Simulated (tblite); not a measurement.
C3H5ClGeN2: geometry relaxation (part 2 of 2)

Continued. System: C3H5ClGeN2, SMILES Clc1ccn[n]1[GeH3]. Method: GFN2-xTB geometry optimisation, gas phase (tblite 0.8.0). 

Geometry of the input (Å):
```
Cl -0.1626  2.5323  -0.1167
C  -0.6205  0.8418  -0.0813
C  -1.8916  0.3400  -0.0674
C  -1.7423  -1.0211  -0.0184
N  -0.4295  -1.3346  0.0324
N  0.2396  -0.1963  -0.0254
Ge 2.1077  -0.0931  0.0611
H  -2.8205  0.9068  -0.0978
H  -2.5319  -1.7644  0.0158
H  2.7126  -1.4595  -0.3492
H  2.5321  0.2393  1.5140
H  2.6081  1.0082  -0.8931
```

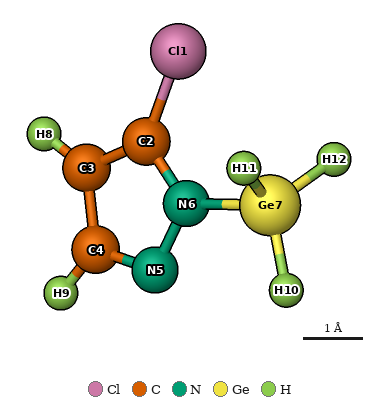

*The geometry at step 44 of the log (ball-and-stick view, seen at a tilt; atoms are numbered from 1 in the order of the input).*

Trajectory as extended XYZ, continued
```
12
Properties=species:S:1:pos:R:3:forces:R:3 step=30 energy=-579.49085
Cl   -0.0150    2.4553    0.0035    0.0390   0.0880   0.0030
C    -0.6376    0.8788   -0.0333    0.0340   0.0240   0.0010
C    -1.9041    0.3521   -0.0491    0.0210   0.0230  -0.0270
C    -1.6733   -1.0318   -0.0511    0.0360  -0.0410   0.0400
N    -0.3867   -1.3034   -0.0366    0.0350  -0.0790  -0.0380
N     0.2548   -0.1281   -0.0318    0.0310  -0.0340   0.0260
Ge    2.0934   -0.0734    0.0550    0.0070   0.0120  -0.0080
H    -2.8331    0.8763   -0.0699   -0.0930   0.0280   0.0220
H    -2.3894   -1.8277   -0.0467   -0.0670  -0.0190  -0.0320
H     2.4461   -1.4877   -0.2278    0.0160   0.0470   0.0410
H     2.4573    0.3918    1.4285   -0.0120  -0.0170  -0.0070
H     2.5887    0.8971   -0.9668   -0.0470  -0.0320  -0.0220
12
Properties=species:S:1:pos:R:3:forces:R:3 step=32 energy=-579.49409
Cl   -0.0172    2.4599    0.0472    0.0290   0.0850  -0.0060
C    -0.6409    0.8843   -0.0201   -0.0070   0.0170   0.0250
C    -1.9060    0.3519   -0.0438    0.0290  -0.0020  -0.0220
C    -1.6694   -1.0322   -0.0708    0.0220  -0.0020   0.0670
N    -0.3810   -1.2967   -0.0562    0.0030  -0.1150  -0.0680
N     0.2555   -0.1187   -0.0324   -0.0240  -0.0810   0.0210
Ge    2.0925   -0.0689    0.0519    0.0440  -0.0370  -0.0060
H    -2.8429    0.8641   -0.0460   -0.0420   0.0440   0.0000
H    -2.3888   -1.8280   -0.0815    0.0130   0.0210  -0.0270
H     2.4381   -1.4971   -0.1681    0.0030   0.0580   0.0210
H     2.4638    0.4342    1.4092   -0.0140   0.0200  -0.0110
H     2.5976    0.8464   -1.0155   -0.0540  -0.0090   0.0050
12
Properties=species:S:1:pos:R:3:forces:R:3 step=33 energy=-579.49516
Cl   -0.0182    2.4637    0.0626    0.0140   0.0340  -0.0110
C    -0.6418    0.8863   -0.0147   -0.0040  -0.0070   0.0300
C    -1.9066    0.3519   -0.0426    0.0180  -0.0070  -0.0010
C    -1.6676   -1.0327   -0.0761   -0.0050   0.0170   0.0400
N    -0.3789   -1.2966   -0.0649   -0.0230  -0.0610  -0.0480
N     0.2556   -0.1170   -0.0321   -0.0280  -0.0650   0.0070
Ge    2.0930   -0.0682    0.0507    0.0290  -0.0310   0.0010
H    -2.8472    0.8610   -0.0375    0.0180   0.0220  -0.0080
H    -2.3891   -1.8275   -0.0945    0.0380   0.0320  -0.0210
H     2.4363   -1.4984   -0.1461    0.0070   0.0280   0.0090
H     2.4661    0.4495    1.4011   -0.0120   0.0350  -0.0050
H     2.5996    0.8272   -1.0319   -0.0520   0.0050   0.0060
12
Properties=species:S:1:pos:R:3:forces:R:3 step=34 energy=-579.49568
Cl   -0.0186    2.4661    0.0696    0.0030  -0.0130  -0.0130
C    -0.6420    0.8869   -0.0115    0.0120  -0.0230   0.0280
C    -1.9067    0.3518   -0.0419    0.0110  -0.0020   0.0170
C    -1.6668   -1.0328   -0.0777   -0.0190   0.0210   0.0100
N    -0.3783   -1.2976   -0.0701   -0.0320  -0.0110  -0.0230
N     0.2554   -0.1175   -0.0318   -0.0110  -0.0370  -0.0020
Ge    2.0936   -0.0684    0.0501    0.0050  -0.0130   0.0090
H    -2.8485    0.8603   -0.0341    0.0470   0.0070  -0.0090
H    -2.3884   -1.8270   -0.1007    0.0290   0.0220  -0.0170
H     2.4347   -1.4988   -0.1361    0.0150   0.0000   0.0030
H     2.4668    0.4578    1.3969   -0.0110   0.0370  -0.0040
H     2.6000    0.8185   -1.0388   -0.0480   0.0120   0.0020
12
Properties=species:S:1:pos:R:3:forces:R:3 step=36 energy=-579.49647
Cl   -0.0180    2.4674    0.0775   -0.0040  -0.0630  -0.0110
C    -0.6411    0.8863   -0.0058    0.0370  -0.0260   0.0150
C    -1.9057    0.3519   -0.0398    0.0040   0.0160   0.0360
C    -1.6665   -1.0319   -0.0793   -0.0170   0.0010  -0.0370
N    -0.3791   -1.2996   -0.0777   -0.0120   0.0350   0.0160
N     0.2551   -0.1200   -0.0317    0.0290   0.0090  -0.0080
Ge    2.0942   -0.0691    0.0501   -0.0270   0.0140   0.0120
H    -2.8476    0.8600   -0.0304    0.0400   0.0120  -0.0050
H    -2.3857   -1.8256   -0.1095   -0.0280  -0.0180  -0.0110
H     2.4327   -1.4996   -0.1236    0.0290  -0.0300  -0.0010
H     2.4664    0.4707    1.3916   -0.0100   0.0350  -0.0040
H     2.5967    0.8087   -1.0474   -0.0410   0.0140  -0.0010
12
Properties=species:S:1:pos:R:3:forces:R:3 step=38 energy=-579.49805
Cl   -0.0155    2.4645    0.0935    0.0180  -0.0640   0.0030
C    -0.6368    0.8835    0.0079    0.0190  -0.0070  -0.0130
C    -1.9025    0.3535   -0.0321   -0.0020   0.0070   0.0310
C    -1.6679   -1.0290   -0.0871    0.0080  -0.0430  -0.0700
N    -0.3821   -1.3014   -0.0927    0.0360   0.0250   0.0480
N     0.2560   -0.1252   -0.0317    0.0420   0.0370   0.0030
Ge    2.0935   -0.0693    0.0511   -0.0180   0.0180  -0.0030
H    -2.8433    0.8596   -0.0209   -0.0090   0.0600   0.0080
H    -2.3836   -1.8227   -0.1318   -0.0940  -0.0490  -0.0030
H     2.4358   -1.5020   -0.0933    0.0320  -0.0310  -0.0050
H     2.4649    0.5004    1.3804   -0.0100   0.0350  -0.0090
H     2.5826    0.7873   -1.0694   -0.0230   0.0130   0.0090
12
Properties=species:S:1:pos:R:3:forces:R:3 step=39 energy=-579.49899
Cl   -0.0135    2.4609    0.1023    0.0400  -0.0340   0.0150
C    -0.6335    0.8812    0.0161   -0.0150   0.0030  -0.0260
C    -1.9003    0.3547   -0.0266   -0.0100  -0.0190   0.0090
C    -1.6691   -1.0278   -0.0934    0.0180  -0.0520  -0.0620
N    -0.3837   -1.3021   -0.1005    0.0450  -0.0070   0.0470
N     0.2572   -0.1282   -0.0314    0.0180   0.0260   0.0160
Ge    2.0928   -0.0691    0.0519    0.0080   0.0060  -0.0100
H    -2.8404    0.8610   -0.0148   -0.0230   0.0770   0.0160
H    -2.3852   -1.8211   -0.1458   -0.0900  -0.0350   0.0020
H     2.4414   -1.5029   -0.0750    0.0260  -0.0150  -0.0060
H     2.4639    0.5181    1.3735   -0.0100   0.0350  -0.0120
H     2.5716    0.7747   -1.0823   -0.0070   0.0150   0.0110
12
Properties=species:S:1:pos:R:3:forces:R:3 step=40 energy=-579.49980
Cl   -0.0114    2.4573    0.1092    0.0560  -0.0030   0.0240
C    -0.6311    0.8791    0.0222   -0.0450   0.0060  -0.0300
C    -1.8988    0.3551   -0.0218   -0.0180  -0.0420  -0.0200
C    -1.6699   -1.0278   -0.0996    0.0170  -0.0430  -0.0340
N    -0.3844   -1.3029   -0.1058    0.0320  -0.0340   0.0320
N     0.2585   -0.1304   -0.0309   -0.0140   0.0020   0.0270
Ge    2.0924   -0.0691    0.0524    0.0310  -0.0080  -0.0100
H    -2.8380    0.8637   -0.0098   -0.0160   0.0710   0.0200
H    -2.3883   -1.8203   -0.1569   -0.0570  -0.0060   0.0050
H     2.4469   -1.5040   -0.0607    0.0180   0.0070  -0.0060
H     2.4629    0.5331    1.3677   -0.0100   0.0320  -0.0160
H     2.5624    0.7653   -1.0921    0.0060   0.0170   0.0100
12
Properties=species:S:1:pos:R:3:forces:R:3 step=42 energy=-579.50111
Cl   -0.0050    2.4515    0.1173    0.0490   0.0060   0.0310
C    -0.6295    0.8755    0.0278   -0.0410  -0.0080  -0.0200
C    -1.8983    0.3535   -0.0171   -0.0160  -0.0350  -0.0670
C    -1.6707   -1.0305   -0.1086   -0.0110   0.0020   0.0310
N    -0.3844   -1.3060   -0.1097   -0.0260  -0.0340  -0.0020
N     0.2596   -0.1341   -0.0285   -0.0480  -0.0360   0.0330
Ge    2.0934   -0.0694    0.0529    0.0250  -0.0110  -0.0010
H    -2.8338    0.8723   -0.0035    0.0210   0.0080   0.0170
H    -2.3958   -1.8196   -0.1691    0.0210   0.0360   0.0040
H     2.4553   -1.5053   -0.0463    0.0080   0.0380  -0.0040
H     2.4603    0.5535    1.3604   -0.0060   0.0170  -0.0240
H     2.5500    0.7578   -1.1015    0.0240   0.0160   0.0020
12
Properties=species:S:1:pos:R:3:forces:R:3 step=44 energy=-579.50206
Cl    0.0044    2.4469    0.1141    0.0160  -0.0340   0.0290
C    -0.6296    0.8723    0.0261    0.0210  -0.0170  -0.0050
C    -1.8988    0.3515   -0.0197    0.0030   0.0250  -0.0550
C    -1.6723   -1.0329   -0.1089   -0.0330   0.0230   0.0390
N    -0.3863   -1.3110   -0.1065   -0.0470  -0.0010   0.0010
N     0.2583   -0.1396   -0.0246   -0.0120  -0.0310   0.0150
Ge    2.0947   -0.0697    0.0537   -0.0340   0.0210  -0.0070
H    -2.8295    0.8799   -0.0028    0.0190  -0.0370   0.0020
H    -2.4014   -1.8176   -0.1691    0.0200   0.0090   0.0010
H     2.4645   -1.5018   -0.0502    0.0110   0.0170  -0.0030
H     2.4568    0.5557    1.3602    0.0030   0.0140  -0.0090
H     2.5406    0.7656   -1.0983    0.0340   0.0120  -0.0080
12
Properties=species:S:1:pos:R:3:forces:R:3 step=45 energy=-579.50264
Cl    0.0102    2.4439    0.1173    0.0020  -0.0570   0.0260
C    -0.6291    0.8705    0.0270    0.0490  -0.0190  -0.0010
C    -1.8987    0.3513   -0.0220    0.0160   0.0410  -0.0240
C    -1.6739   -1.0330   -0.1093   -0.0290   0.0210   0.0130
N    -0.3888   -1.3138   -0.1073   -0.0320   0.0180   0.0200
N     0.2570   -0.1434   -0.0222    0.0170  -0.0140   0.0000
Ge    2.0943   -0.0690    0.0537   -0.0400   0.0330  -0.0150
H    -2.8273    0.8816   -0.0003   -0.0090  -0.0290  -0.0090
H    -2.4026   -1.8160   -0.1728   -0.0160  -0.0210   0.0020
H     2.4684   -1.5006   -0.0466    0.0100   0.0210  -0.0030
H     2.4552    0.5620    1.3586    0.0020   0.0070  -0.0170
H     2.5365    0.7658   -1.1020    0.0290  -0.0020   0.0080
12
Properties=species:S:1:pos:R:3:forces:R:3 step=46 energy=-579.50318
Cl    0.0168    2.4391    0.1192   -0.0020  -0.0580   0.0250
C    -0.6275    0.8678    0.0274    0.0550  -0.0150   0.0010
C    -1.8980    0.3518   -0.0249    0.0220   0.0460   0.0080
C    -1.6764   -1.0327   -0.1092   -0.0200   0.0140  -0.0120
N    -0.3922   -1.3169   -0.1068   -0.0160   0.0180   0.0340
N     0.2560   -0.1484   -0.0195    0.0330  -0.0050  -0.0130
Ge    2.0933   -0.0678    0.0536   -0.0320   0.0350  -0.0180
H    -2.8247    0.8838    0.0017   -0.0340  -0.0160  -0.0220
H    -2.4053   -1.8143   -0.1759   -0.0400  -0.0380   0.0050
H     2.4750   -1.4979   -0.0445    0.0070   0.0250  -0.0040
H     2.4533    0.5672    1.3571    0.0010   0.0040  -0.0190
H     2.5309    0.7676   -1.1043    0.0250  -0.0110   0.0160
12
Properties=species:S:1:pos:R:3:forces:R:3 step=48 energy=-579.50431
Cl    0.0314    2.4254    0.1246    0.0150  -0.0090   0.0220
C    -0.6222    0.8607    0.0278    0.0120  -0.0040   0.0070
C    -1.8959    0.3543   -0.0308    0.0060   0.0080   0.0560
C    -1.6835   -1.0322   -0.1101   -0.0020   0.0010  -0.0320
N    -0.4009   -1.3241   -0.1029    0.0010  -0.0110   0.0280
N     0.2549   -0.1604   -0.0137    0.0120  -0.0100  -0.0300
Ge    2.0899   -0.0640    0.0526    0.0170   0.0120  -0.0050
H    -2.8198    0.8897    0.0044   -0.0430   0.0020  -0.0480
H    -2.4149   -1.8119   -0.1817   -0.0320  -0.0110   0.0140
H     2.4922   -1.4899   -0.0413   -0.0040   0.0360  -0.0040
H     2.4495    0.5793    1.3521   -0.0020  -0.0010  -0.0150
H     2.5206    0.7723   -1.1070    0.0180  -0.0130   0.0070
12
Properties=species:S:1:pos:R:3:forces:R:3 step=50 energy=-579.50501
Cl    0.0374    2.4185    0.1343    0.0280   0.0220   0.0150
C    -0.6199    0.8573    0.0294   -0.0290  -0.0030   0.0100
C    -1.8954    0.3558   -0.0306   -0.0170  -0.0300   0.0380
C    -1.6871   -1.0321   -0.1134    0.0010  -0.0020   0.0030
N    -0.4049   -1.3275   -0.1011   -0.0040  -0.0170  -0.0150
N     0.2548   -0.1657   -0.0131   -0.0220  -0.0130  -0.0130
Ge    2.0889   -0.0613    0.0511    0.0290  -0.0010   0.0090
H    -2.8204    0.8918    0.0032    0.0020  -0.0080  -0.0470
H    -2.4207   -1.8120   -0.1849    0.0060   0.0360   0.0160
H     2.4969   -1.4851   -0.0363    0.0010   0.0190  -0.0030
H     2.4489    0.5904    1.3454   -0.0030  -0.0020   0.0000
H     2.5227    0.7690   -1.1101    0.0090  -0.0020  -0.0140
12
Properties=species:S:1:pos:R:3:forces:R:3 step=51 energy=-579.50530
Cl    0.0397    2.4167    0.1414    0.0220   0.0130   0.0100
C    -0.6197    0.8564    0.0314   -0.0290  -0.0020   0.0110
C    -1.8958    0.3558   -0.0285   -0.0180  -0.0300   0.0170
C    -1.6880   -1.0321   -0.1157    0.0010  -0.0040   0.0230
N    -0.4060   -1.3286   -0.1022   -0.0030  -0.0050  -0.0330
N     0.2545   -0.1672   -0.0137   -0.0240  -0.0030   0.0010
Ge    2.0892   -0.0601    0.0505    0.0140   0.0010   0.0070
H    -2.8214    0.8918    0.0021    0.0190  -0.0130  -0.0380
H    -2.4222   -1.8116   -0.1874    0.0090   0.0390   0.0140
H     2.4968   -1.4834   -0.0311    0.0080   0.0030  -0.0020
H     2.4491    0.5975    1.3411   -0.0030  -0.0010   0.0080
H     2.5252    0.7642   -1.1138    0.0040   0.0010  -0.0180
12
Properties=species:S:1:pos:R:3:forces:R:3 step=52 energy=-579.50553
Cl    0.0420    2.4154    0.1477    0.0120  -0.0040   0.0070
C    -0.6199    0.8555    0.0336   -0.0170   0.0000   0.0110
C    -1.8963    0.3554   -0.0263   -0.0100  -0.0180  -0.0010
C    -1.6886   -1.0321   -0.1173    0.0020  -0.0060   0.0310
N    -0.4070   -1.3297   -0.1042    0.0020   0.0080  -0.0380
N     0.2539   -0.1686   -0.0142   -0.0130   0.0090   0.0100
Ge    2.0896   -0.0591    0.0501   -0.0050   0.0040   0.0000
H    -2.8220    0.8914    0.0009    0.0210  -0.0120  -0.0280
H    -2.4233   -1.8104   -0.1899   -0.0020   0.0250   0.0120
H     2.4972   -1.4819   -0.0259    0.0130  -0.0100  -0.0020
H     2.4491    0.6039    1.3375   -0.0020   0.0010   0.0140
H     2.5267    0.7596   -1.1179    0.0000   0.0020  -0.0160
12
Properties=species:S:1:pos:R:3:forces:R:3 step=54 energy=-579.50582
Cl    0.0470    2.4123    0.1527   -0.0040  -0.0180   0.0050
C    -0.6202    0.8539    0.0362    0.0080   0.0070   0.0110
C    -1.8968    0.3545   -0.0241    0.0090   0.0100  -0.0110
C    -1.6898   -1.0322   -0.1170    0.0050  -0.0080   0.0130
N    -0.4087   -1.3314   -0.1070    0.0110   0.0120  -0.0160
N     0.2528   -0.1711   -0.0138    0.0110   0.0170   0.0070
Ge    2.0896   -0.0574    0.0499   -0.0210   0.0020  -0.0090
H    -2.8214    0.8911   -0.0027   -0.0030  -0.0010  -0.0120
H    -2.4262   -1.8073   -0.1913   -0.0220  -0.0110   0.0100
H     2.5015   -1.4792   -0.0223    0.0110  -0.0140  -0.0030
H     2.4482    0.6089    1.3355   -0.0020   0.0030   0.0140
H     2.5252    0.7572   -1.1222   -0.0040   0.0010  -0.0080
12
Properties=species:S:1:pos:R:3:forces:R:3 step=56 energy=-579.50597
Cl    0.0508    2.4094    0.1498   -0.0040   0.0010   0.0070
C    -0.6197    0.8530    0.0358    0.0070   0.0050   0.0050
C    -1.8964    0.3544   -0.0247    0.0080   0.0090  -0.0060
C    -1.6908   -1.0327   -0.1140    0.0030   0.0000  -0.0100
N    -0.4097   -1.3324   -0.1060    0.0040  -0.0040   0.0060
N     0.2525   -0.1725   -0.0129    0.0080   0.0020  -0.0030
Ge    2.0888   -0.0565    0.0497   -0.0040  -0.0050  -0.0030
H    -2.8206    0.8916   -0.0078   -0.0090   0.0040  -0.0040
H    -2.4297   -1.8059   -0.1869   -0.0050  -0.0100   0.0090
H     2.5067   -1.4772   -0.0282    0.0030  -0.0020  -0.0020
H     2.4467    0.6047    1.3390   -0.0040   0.0000   0.0040
H     2.5227    0.7631   -1.1199   -0.0050   0.0000  -0.0040
12
Properties=species:S:1:pos:R:3:forces:R:3 step=57 energy=-579.50599
Cl    0.0513    2.4091    0.1485   -0.0030   0.0060   0.0070
C    -0.6195    0.8530    0.0352    0.0020   0.0020   0.0030
C    -1.8963    0.3547   -0.0253    0.0030   0.0030  -0.0050
C    -1.6909   -1.0329   -0.1133    0.0020   0.0020  -0.0090
N    -0.4097   -1.3325   -0.1050    0.0000  -0.0050   0.0060
N     0.2526   -0.1726   -0.0128    0.0020  -0.0020  -0.0030
Ge    2.0887   -0.0564    0.0496    0.0020  -0.0040   0.0000
H    -2.8207    0.8918   -0.0091   -0.0030   0.0020  -0.0030
H    -2.4304   -1.8061   -0.1850    0.0040  -0.0020   0.0080
H     2.5074   -1.4769   -0.0307    0.0010   0.0000  -0.0010
H     2.4464    0.6027    1.3404   -0.0050  -0.0010   0.0000
H     2.5224    0.7654   -1.1185   -0.0050  -0.0010  -0.0030
```

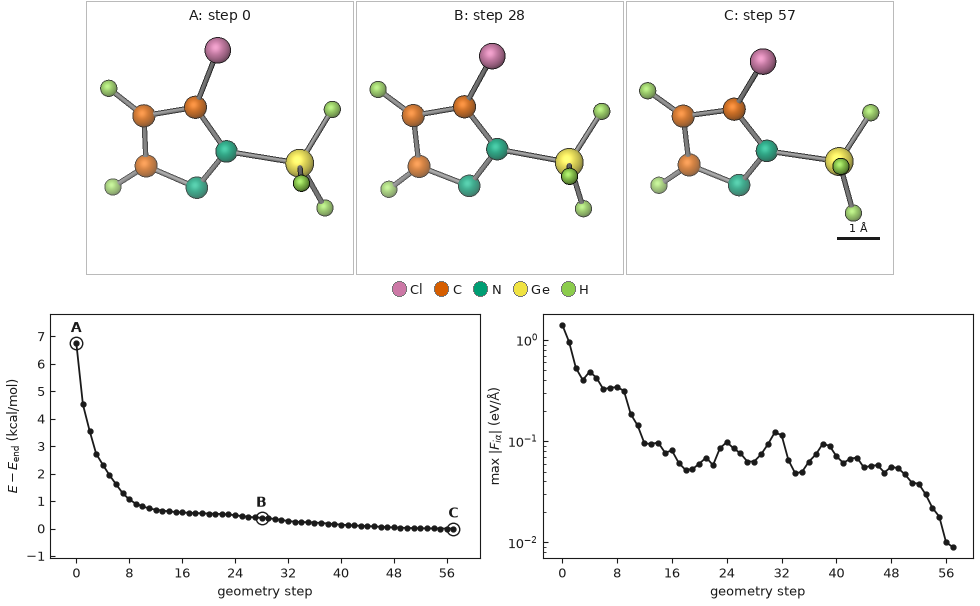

*Frames of the relaxation (ball-and-stick view, seen at a tilt) above the curves, on which the letters mark them (steps are counted from 0).*

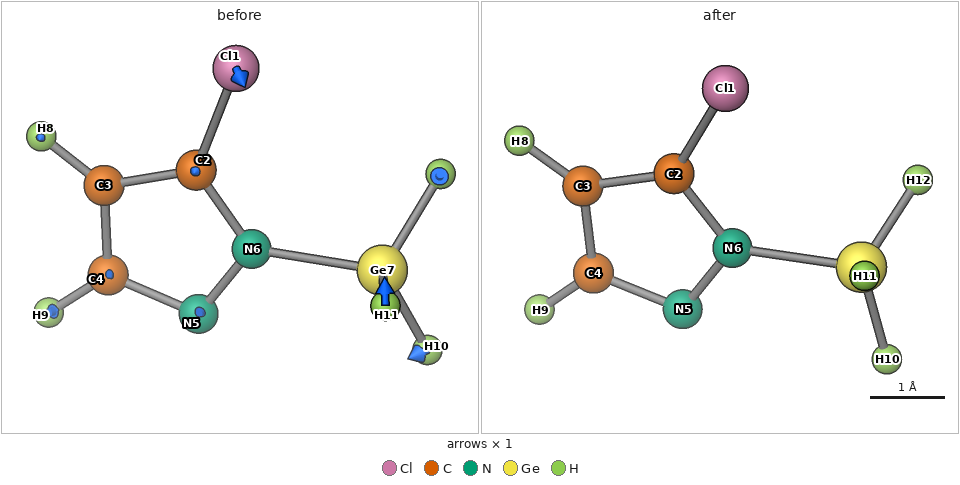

*Before (left) and after (right) the relaxation, at one scale (ball-and-stick view, seen at a tilt). The blue arrows give the displacements, at true length.*

The largest move after the best rigid fit is that of H11, 0.41 Å. By element the largest moves are H 0.41 Å, Cl 0.37 Å, N 0.14 Å, C 0.12 Å, Ge 0.04 Å. Distances before and after: Ge7–H10 1.550 → 1.483 Å, Ge7–H11 1.550 → 1.493 Å, Cl1–C2 1.752 → 1.698 Å, Ge7–H12 1.541 → 1.493 Å. Among the angles that change: Cl1–C2–N6 125.2° → 116.4°, Cl1–C2–C3 126.7° → 134.7°, N6–Ge7–H10 109.2° → 102.7°. After 57 geometry steps the energy has fallen by 6.75 kcal/mol. Largest force component: 1.4 eV/Å at the start, 0.009 eV/Å at the end. (Atoms are counted from 1 in the order of the input.)
